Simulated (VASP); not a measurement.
# Er: structure and properties in VASP

Wanted: the relaxed cell of Er and its properties. The steps: magnetic order: ferromagnetic, magnetic order: antiferromagnetic within the cell, magnetic order: antiferromagnetic, q = (0, 0, 1/2), magnetic order: antiferromagnetic, q = (1/2, 1/2, 1/2), magnetic order: antiferromagnetic, q = (1/2, 1/2, 0), the orders side by side, full relaxation (r2SCAN + U), second relaxation and single point with fields (r2SCAN + U). The start is a cell from a database of measured crystal structures.

Method: r2SCAN, DFT+U (Er f 6 eV), spin-polarised from a ferromagnetic start; plane waves and PAW (Er), in the first sound run; inputs show where later runs differ, in VASP 6.6.1.

## (1) Starting point

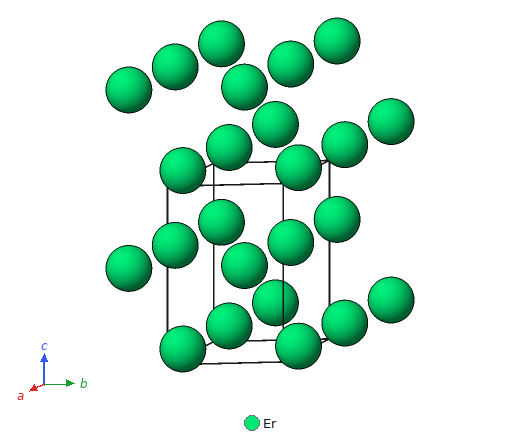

Start, viewed slightly off an axis; erbium green. 3×2×2 cells are drawn.

As a file:

```cif
data_structure
_symmetry_space_group_name_H-M 'P 1'
_symmetry_Int_Tables_number 1
_cell_length_a 3.5588
_cell_length_b 3.5588
_cell_length_c 5.5874
_cell_angle_alpha 90.000
_cell_angle_beta 90.000
_cell_angle_gamma 120.000
_cell_volume 61.28
loop_
_atom_site_label
_atom_site_type_symbol
_atom_site_fract_x
_atom_site_fract_y
_atom_site_fract_z
_atom_site_occupancy
Er1 Er 0.33333 0.66667 0.25000 1
Er2 Er 0.66667 0.33333 0.75000 1
```

## (2) Magnetic order: ferromagnetic

The properties of a magnet depend on its order, so a few collinear patterns are compared first on the cell as listed, beginning with all moments parallel. r2SCAN adds the kinetic-energy density, costs more than a GGA and is run with LASPH. A Hubbard U penalises fractional filling of the localised shell, which semilocal functionals favour.

File INCAR:

```
SYSTEM = Er
PREC = Accurate
ENCUT = 460
EDIFF = 1E-06
NELM = 150
ISMEAR = 1
SIGMA = 0.2
LREAL = .FALSE.
ALGO = Normal
METAGGA = R2SCAN
LASPH = .TRUE.
NBANDS = 33
ISPIN = 2
MAGMOM = 3 3
LDAU = .TRUE.
LDAUTYPE = 2
LDAUL = 3
LDAUU = 6
LDAUJ = 0
LDAUPRINT = 1
LMAXMIX = 6
AMIX = 0.2
BMIX = 1E-04
AMIX_MAG = 0.8
BMIX_MAG = 1E-04
LORBIT = 11
LWAVE = .FALSE.
LCHARG = .FALSE.
KPAR = 4
ISIF = 2
```

File POSCAR:

```
Er
1.0
    3.5588000000      0.0000000000      0.0000000000
   -1.7794000000      3.0820112070      0.0000000000
    0.0000000000      0.0000000000      5.5874000000
Er
2
Direct
    0.3333333333      0.6666666667      0.2500000000
    0.6666666667      0.3333333333      0.7500000000
```

File KPOINTS:

```
Automatic mesh
0
Gamma
7 7 4
0 0 0
```

Potentials, in the order of the species: Er (PBE family, release 64).

Launch:

```bash
mpirun -np 4 vasp_std
```

Log:

```text
[banner, memory and clock lines left out]
running    4 mpi-ranks, on    1 nodes
 distrk:  each k-point on    1 cores,    4 groups
 distr:  one band on    1 cores,    1 groups

 POSCAR found type information on POSCAR Er
 POSCAR found :  1 types and       2 ions
|                                                                             |
|               ----> ADVICE to this user running VASP <----                  |
|                                                                             |
|     You enforced a specific xc type in the INCAR file but a different       |
|     [... a line on the potential file left out ...]
|     I HOPE YOU KNOW WHAT YOU ARE DOING!                                     |
|                                                                             |

 LDA part: xc-table for (None), standard interpolation
 POSCAR, INCAR and KPOINTS ok, starting setup
 FFT: planning ... GRIDC
 FFT: planning ... GRID_SOFT
 FFT: planning ... GRID
 WAVECAR not read
 entering main loop
       N       E                     dE             d eps       ncg     rms          rms(c)
DAV:   1     0.366910554051E+03    0.36691E+03   -0.12147E+04  4772   0.747E+03
DAV:   2     0.371817481849E+02   -0.32973E+03   -0.28899E+03  5390   0.107E+03
DAV:   3    -0.453937476721E+02   -0.82575E+02   -0.79438E+02  5030   0.260E+02
DAV:   4    -0.602499994214E+02   -0.14856E+02   -0.14399E+02  5624   0.101E+02
DAV:   5    -0.645827656868E+02   -0.43328E+01   -0.42424E+01  6044   0.574E+01    0.970E+01
DAV:   6    -0.585374576981E+02    0.60453E+01   -0.11849E+01  5840   0.604E+01    0.378E+01
DAV:   7    -0.653792110717E+02   -0.68418E+01   -0.23194E+01  5002   0.106E+02    0.679E+01
DAV:   8    -0.620095203422E+02    0.33697E+01   -0.37442E+00  5472   0.669E+01    0.399E+01
DAV:   9    -0.663842622004E+02   -0.43747E+01   -0.19237E+00  6282   0.437E+01    0.354E+01
DAV:  10    -0.674343729441E+02   -0.10501E+01   -0.83822E-01  6328   0.181E+01    0.358E+01
DAV:  11    -0.678135416196E+02   -0.37917E+00   -0.26195E-01  6208   0.763E+00    0.345E+01
DAV:  12    -0.685449595018E+02   -0.73142E+00   -0.44321E-01  5544   0.186E+01    0.305E+01
DAV:  13    -0.665973917385E+02    0.19476E+01   -0.16623E+00  5180   0.320E+01    0.269E+01
DAV:  14    -0.651602626276E+02    0.14371E+01   -0.10832E+00  5274   0.257E+01    0.271E+01
DAV:  15    -0.644797528888E+02    0.68051E+00   -0.77291E-01  5892   0.220E+01    0.321E+01
DAV:  16    -0.642080264402E+02    0.27173E+00   -0.37130E-01  6182   0.498E+00    0.486E+01
DAV:  17    -0.648004355545E+02   -0.59241E+00   -0.37367E-02  6100   0.340E+00    0.462E+01
DAV:  18    -0.682752243371E+02   -0.34748E+01   -0.46611E-01  5566   0.133E+01    0.145E+01
DAV:  19    -0.683535723555E+02   -0.78348E-01   -0.10308E-01  5532   0.620E+00    0.111E+01
DAV:  20    -0.682488579846E+02    0.10471E+00   -0.27147E-01  4271   0.107E+01    0.734E+00
DAV:  21    -0.681643591954E+02    0.84499E-01   -0.29811E-01  5622   0.796E+00    0.130E+01
DAV:  22    -0.681706578875E+02   -0.62987E-02   -0.72399E-02  5998   0.200E+00    0.221E+01
DAV:  23    -0.681522052237E+02    0.18453E-01   -0.86328E-03  5911   0.113E+00    0.218E+01
DAV:  24    -0.681874223670E+02   -0.35217E-01   -0.46920E-03  5282   0.134E+00    0.192E+01
DAV:  25    -0.682085625921E+02   -0.21140E-01   -0.32778E-02  4966   0.247E+00    0.872E+00
DAV:  26    -0.682333564709E+02   -0.24794E-01   -0.23213E-02  5128   0.193E+00    0.375E+00
DAV:  27    -0.682298339980E+02    0.35225E-02   -0.10979E-02  5352   0.212E+00    0.139E+01
DAV:  28    -0.682372936612E+02   -0.74597E-02   -0.77433E-03  5308   0.133E+00    0.102E+01
DAV:  29    -0.682329197886E+02    0.43739E-02   -0.10874E-02  4416   0.195E+00    0.115E+01
DAV:  30    -0.682320101717E+02    0.90962E-03   -0.53367E-03  6110   0.695E-01    0.974E+00
[...]
DAV:  42    -0.682309432298E+02    0.12048E-03   -0.12651E-04  5282   0.153E-01    0.587E+00
DAV:  43    -0.682307867299E+02    0.15650E-03   -0.26390E-04  4948   0.232E-01    0.553E+00
DAV:  44    -0.682305862276E+02    0.20050E-03   -0.20460E-04  5965   0.181E-01    0.439E+00
DAV:  45    -0.682307551865E+02   -0.16896E-03   -0.75723E-05  6062   0.913E-02    0.428E+00
DAV:  46    -0.682303849459E+02    0.37024E-03   -0.84243E-05  5592   0.139E-01    0.285E+00
DAV:  47    -0.682305879995E+02   -0.20305E-03   -0.41204E-05  5492   0.837E-02    0.193E+00
DAV:  48    -0.682308197103E+02   -0.23171E-03   -0.21524E-05  4921   0.609E-02    0.118E+00
DAV:  49    -0.682309020657E+02   -0.82355E-04   -0.42432E-05  4362   0.116E-01    0.940E-01
DAV:  50    -0.682309337955E+02   -0.31730E-04   -0.13112E-04  5116   0.181E-01    0.604E-01
DAV:  51    -0.682309501699E+02   -0.16374E-04   -0.60060E-05  4790   0.149E-01    0.582E-01
DAV:  52    -0.682309525955E+02   -0.24256E-05   -0.83031E-06  4751   0.238E-02    0.429E-01
DAV:  53    -0.682309535761E+02   -0.98065E-06   -0.18576E-06  2819   0.242E-02
   1 F= -.68230954E+02 E0= -.68230484E+02  d E =-.140991E-02  mag=     7.5039
```

Elapsed: 2.7 min, on 4 MPI ranks of Intel Xeon 6975P-C (Granite Rapids), shared host; peak memory 0.98 GiB.

The logs omit lines about the potential files and the build; timing stands in the text.

(Part 1 of 8 ends here.)

[Lines on the potential files, build, host, timing and source positions are cut from VASP's logs without a mark.]

[Logs are printed without paths, hosts, clocks, repeated set-up lines and the standing remarks that a program may print on its own settings, such as how far it seeks lower states.]

[Hosts, paths, dates, database ids (printed as entryN), source tags and the programs' standing remarks are cut or masked in the printed files.]

[A measured line is paired with the nearest computed mode of its activity, which favours agreement.]

[In band tables of VASP the shares of atoms and orbitals are scaled to a sum of 1 inside the atoms' spheres.]
